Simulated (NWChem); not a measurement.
# r2SCAN/pcseg-2 run of SiHClF2 (SMILES F[SiH](F)Cl)

Aim: the vertical ionisation energy of SiHClF2 at r2SCAN/pcseg-2, from 2 runs. 

Program for the calculation: NWChem 7.3.0.

2 further runs of the same task are left out: 1 that didn't finish, 1 set aside as unsound or not needed.

## 1. The molecule

The species is SiHClF2 (5 atoms), meant as a singlet with charge 0. As SMILES, `F[SiH](F)Cl`. Geometry: relaxed at PBE0-D4/def2-TZVP.

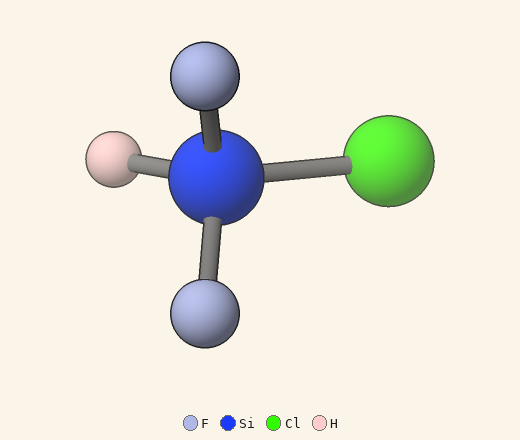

The structure, seen from a chosen angle (fluorine light blue, silicon blue, chlorine green, hydrogen pink).

## 2. A single-point energy at r2SCAN/pcseg-2

The input, sp.nw:

```
start sp
title "ClF2HSi r2SCAN"
memory stack 880 mb heap 220 mb global 1100 mb
charge 0
geometry units angstroms noautosym nocenter noautoz
  F       -0.339600      -0.621400       1.420100
  Si       0.095900      -0.000200       0.037800
  F       -0.033500       1.566800       0.156500
  Cl      -1.157500      -0.656000      -1.401500
  H        1.484600      -0.363000      -0.254200
end
basis spherical bse
  * library pcseg-2
end
dft
  xc r2scan
  grid fine
  convergence energy 1e-08
  iterations 100
  mulliken
  noprint "final vectors analysis"
end
task dft
```

On the command line:

```
nwchem sp.nw > sp.out
```

The program printed:

```text
[...]
          Wavefunction type:  closed shell.
          No. of atoms     :     5
          No. of electrons :    50
[...]
          Charge           :     0
          Spin multiplicity:     1
[...]
          AO basis - number of functions:   142
[...]
              XC Information
              --------------
                      r^2SCAN Method XC Functional
               r^2SCAN metaGGA Exchange Functional  1.000
                     r^2SCAN Correlation Potential  1.000
[...]
 d= 0,ls=0.0,diis     1   -950.0677225313 -1.18D+03  7.63D-03  1.37D+00     3.0
[...]
 d= 0,ls=0.0,diis     8   -950.1575848267  9.82D-09  3.03D-06  8.09D-07    19.5
         Total DFT energy =     -950.157584826701
      One electron energy =    -1776.241594050174
           Coulomb energy =      665.691360674122
    Exchange-Corr. energy =      -70.533884316535
 Nuclear repulsion energy =      230.926532865887
[...]
      Total Density - Mulliken Population Analysis
     ---------------------------------------------
    Atom       Charge   Shell Charges
 -----------   ------   -------------------------------------------------------
    1 F    9     9.39   2.00  0.65  0.93  0.36  2.38  2.28  0.78  0.00  0.01  0.00
    2 Si  14    12.81   2.01  0.46  1.53  0.72  0.15  5.91  0.57  0.92  0.03  0.02  0.44  0.06
    3 F    9     9.39   2.00  0.65  0.93  0.36  2.38  2.28  0.78  0.00  0.01  0.00
    4 Cl  17    17.26   2.01  0.37  1.60  1.05  0.92  5.91  1.05  3.05  1.27  0.00  0.03  0.00
    5 H    1     1.14   0.40  0.60  0.12  0.00  0.02  0.00
[...]
```

Run time: 20 s. Hardware: 1 thread of AMD EPYC 9R45 (Zen 5), shared host; peak memory 0.12 GiB.

## 3. The doublet cation at the same level

The input, clf2hsi.nw:

```
start clf2hsi
title "ClF2HSi energy"
memory total 2200 mb
charge 1

geometry units angstroms noautosym nocenter noautoz
 F     -0.339600    -0.621400     1.420100
 Si     0.095900    -0.000200     0.037800
 F     -0.033500     1.566800     0.156500
 Cl    -1.157500    -0.656000    -1.401500
 H      1.484600    -0.363000    -0.254200
end

basis "ao basis" spherical bse
 F library pcseg-2
 Si library pcseg-2
 Cl library pcseg-2
 H library pcseg-2
end

dft
 xc r2scan
 mult 2
 grid fine
 convergence energy 1e-08
 maxiter 100
 mulliken
 noprint "final vectors analysis"
end

task dft energy
```

On the command line:

```
nwchem clf2hsi.nw > clf2hsi.out
```

The program printed:

```text
[...]
          Wavefunction type:  spin polarized.
          No. of atoms     :     5
          No. of electrons :    49
[...]
          Charge           :     1
          Spin multiplicity:     2
[...]
          AO basis - number of functions:   142
[...]
              XC Information
              --------------
                      r^2SCAN Method XC Functional
               r^2SCAN metaGGA Exchange Functional  1.000
                     r^2SCAN Correlation Potential  1.000
[...]
 d= 0,ls=0.0,diis     1   -949.4605864216 -1.18D+03  6.61D-03  9.03D-01     3.7
[...]
 d= 0,ls=0.5,diis    75   -949.6982325921  8.23D-09  6.05D-07  9.62D-07   258.1
[...]
         Total DFT energy =     -949.698232674878
      One electron energy =    -1763.014083040161
           Coulomb energy =      652.556826623363
    Exchange-Corr. energy =      -70.167509123966
 Nuclear repulsion energy =      230.926532865887
[...]
      Total Density - Mulliken Population Analysis
     ---------------------------------------------
    Atom       Charge   Shell Charges
 -----------   ------   -------------------------------------------------------
    1 F    9     9.29   2.00  0.65  0.94  0.35  2.36  2.27  0.70  0.00  0.01  0.00
    2 Si  14    12.80   2.01  0.46  1.53  0.74  0.11  5.91  0.57  0.97 -0.01  0.02  0.43  0.06
    3 F    9     9.29   2.00  0.65  0.94  0.35  2.36  2.27  0.70  0.00  0.01  0.00
    4 Cl  17    16.71   2.01  0.37  1.60  1.12  0.88  5.91  1.02  2.93  0.85  0.00  0.03  0.00
    5 H    1     0.91   0.37  0.49  0.03  0.00  0.02  0.00
[...]
      <S2> =      0.7577 (Exact =     0.7500)
[...]
```

Wall time 4.4 min (1 thread of AMD EPYC 9R45 (Zen 5), shared host); peak memory 0.13 GiB.

## 4. Summary of results

Level: r2SCAN/pcseg-2.

```
                                          quantity          value
                     singlet SiHClF2: total energy  -950.15758 Eh
                    singlet SiHClF2: dipole moment         1.21 D
                      doublet cation: total energy  -949.69823 Eh
                              doublet cation: ⟨S²⟩          0.758
vertical ionisation energy (to the doublet cation)      12.500 eV
```

**Reading.** Removing an electron at fixed nuclei costs 12.50 eV (288 kcal/mol). Mulliken charges (singlet SiHClF2) run from -0.39 on F1 to +1.19 on Si2. Mulliken charges (doublet cation) run from -0.29 on F1 to +1.20 on Si2.
